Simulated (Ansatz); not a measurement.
# CH3BClFOSi: single-point calculation

CH3BClFOSi, SMILES F[SiH](Cl)C1BO1, computed with RKS r2SCAN-D4/def2-TZVPP (Ansatz 0.2.0).

The geometry comes from this level: PBE0-D4/def2-TZVP. Figures and captions count atoms from 1; the log counts them from 0 in places.

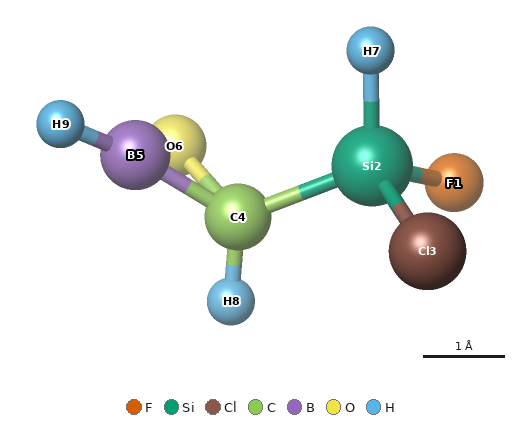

*The structure (ball-and-stick view, seen at a tilt; atoms are numbered from 1 in the order of the input).*

The input
```yaml
crystal:
  periodic: [false, false, false]
  atoms:
    - {symbol: F, position_ang: [1.053552, -1.769617, -1.396456]}
    - {symbol: Si, position_ang: [0.977301, -0.778649, -0.155638]}
    - {symbol: Cl, position_ang: [1.365457, -1.865880, 1.526012]}
    - {symbol: C, position_ang: [-0.706390, -0.048921, 0.022344]}
    - {symbol: B, position_ang: [-0.956228, 1.430307, 0.268234]}
    - {symbol: O, position_ang: [-1.026832, 1.039696, -0.994589]}
    - {symbol: H, position_ang: [2.013995, 0.255372, -0.338306]}
    - {symbol: H, position_ang: [-1.543429, -0.733797, 0.158674]}
    - {symbol: H, position_ang: [-1.088927, 2.425090, 0.892626]}
basis:
  gaussian: {orbitals: def2-TZVPP}
hamiltonian: {xc: r2scan, dispersion: d4}
output: {forces: true, orbitals: {seedname: orbitals}}
```

Launch command:
```bash
ansatz run in.yaml --threads 4 --pin off --events-out ev --progress --plain --max-ram 10444MiB
```

The program's output
```
Functional definition: r2SCAN
  name "r2SCAN"
  cite "Furness, Kaplan, Ning, Perdew & Sun, J. Phys. Chem. Lett. 11, 8208 (2020) doi:10.1021/acs.jpclett.0c02405"
  cite "Furness, Kaplan, Ning, Perdew & Sun, J. Phys. Chem. Lett. 11, 9248 (2020) doi:10.1021/acs.jpclett.0c03077"
  parent r2scan
  parameter k0 = 0.174
  parameter k1 = 0.065
  parameter a1 = 4.9479
  exchange = r2scan_x(k0 = k0, k1 = k1, a1 = a1)
  correlation = r2scan_c
1415 factors; their error is unknown
mean field evaluation 1: about -26921.0895 eV, gradient 6.0e1 eV
mean field evaluation 2: about -26906.0786 eV, gradient 1.1e2 eV
mean field evaluation 4: about -26927.8606 eV, gradient 8.5e0 eV
mean field evaluation 8: about -26927.9990 eV, gradient 2.8e-1 eV
mean field evaluation 16: about -26927.9631 eV, gradient 6.2e-4 eV
mean field -26927.96306556 eV, -989.5843902305 hartree, gradient 4.0e-5 eV, S^2 0.000000; 0 other end points of the search recorded, 0 dependent functions left out
the calculation of the forces begins
reference -26927.96307843 eV, -989.5843907035 hartree; 31, 31 occupied and 219, 219 virtual orbitals, 1415 factors
Total energy: -26928.01822642 eV, -989.5864173548 hartree
Atom 0 at     1.053552    -1.769617    -1.396456 Å, force     0.005987    -0.031483    -0.051178 eV/Å
Atom 1 at     0.977301    -0.778649    -0.155638 Å, force     0.002902     0.068229     0.002929 eV/Å
Atom 2 at     1.365457    -1.865880     1.526012 Å, force     0.007906    -0.035165     0.048416 eV/Å
Atom 3 at    -0.706390    -0.048921     0.022344 Å, force     0.140179    -0.322970     0.309209 eV/Å
Atom 4 at    -0.956228     1.430307     0.268234 Å, force    -0.000993     0.103420     0.249375 eV/Å
Atom 5 at    -1.026832     1.039696    -0.994589 Å, force    -0.111087     0.265959    -0.514022 eV/Å
Atom 6 at     2.013995     0.255372    -0.338306 Å, force    -0.029459    -0.010800    -0.002955 eV/Å
Atom 7 at    -1.543429    -0.733797     0.158674 Å, force    -0.018501    -0.003768    -0.001866 eV/Å
Atom 8 at    -1.088927     2.425090     0.892626 Å, force     0.003066    -0.033422    -0.039908 eV/Å
Dipole moment:    -0.161354     0.274773     0.252358 e Å
```

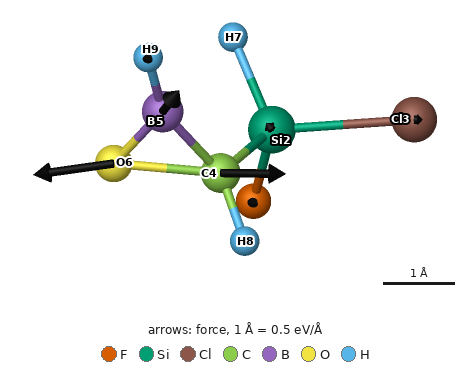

*Forces on the atoms as black arrows (ball-and-stick view, seen at a tilt; atoms are numbered from 1 in the order of the input); the smallest are left out.*

The largest act on O6 (0.59 eV/Å); C4 (0.47 eV/Å); B5 (0.27 eV/Å). The geometry is not a stationary point of this energy.

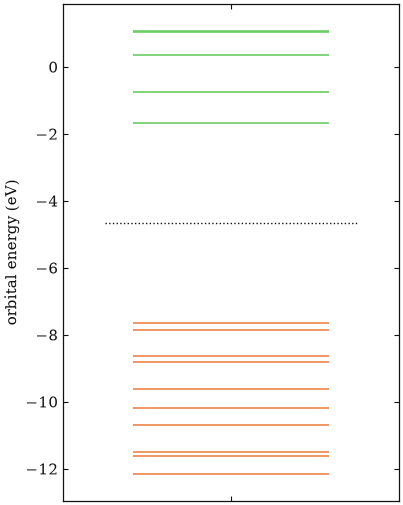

*Orbital energies near the frontier; the dotted line parts filled from empty levels, and levels within 0.02 eV of each other stand side by side.*

Highest filled −7.66 eV, lowest empty −1.66 eV, 6.00 eV apart.

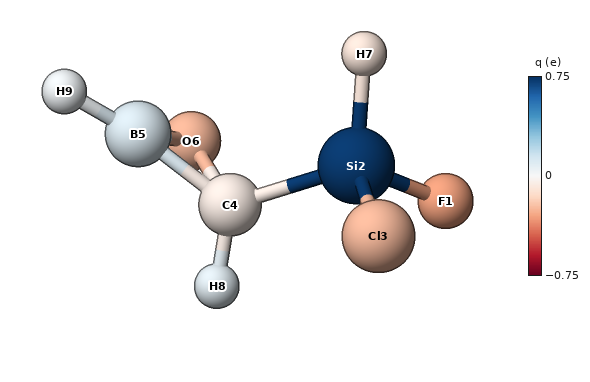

*Mulliken charges, as the colour of each atom (ball-and-stick view, seen at a tilt; atoms are numbered from 1 in the order of the input).*

By element: F −0.30, Si +0.71, Cl −0.24, C −0.06, B +0.10, O −0.24 and H −0.09 to +0.08 e.

Summary

```tsv
quantity	value
outcome	converged
total energy	−26928.0182 eV
mean-field energy	−26927.9631 eV
dispersion energy	−0.0551 eV
SCF solution under orbital rotations	stable
HOMO	−7.66 eV
LUMO	−1.66 eV
largest force (length of the vector)	0.589 eV/Å
dipole moment	1.95 D
hardware	4 threads of Arm Neoverse V2, 23 GiB of memory available, shared host
wall time	5 s (CPU time 19 s)
peak memory	0.37 GiB
```
